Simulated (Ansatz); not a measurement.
Bands of a (4,0) SiC nanotube, along its axis.

These are PBE (plane waves to 420 eV, PAW; Ansatz, a program for electronic structure) values and carry that method's errors. Mesh 1×1×6. No spin polarisation. Isolated but for its images some 11 Å away. A hypothetical model, rolled from the flat sheet. Only distortions within the start's symmetry and period were free.

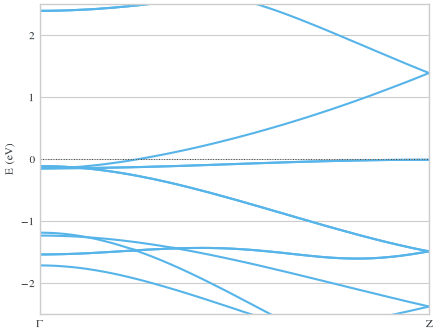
Figure. Bands from the zone centre to the zone edge (period 5.26 Å); the dotted line marks the highest filled level

Question: Is it a metal or a semiconductor at this level? Give what the bands show.

Answer: A metal in PBE.
```
Item                    Value
-------  --------------------
PBE gap  none (under 0.01 eV)
```
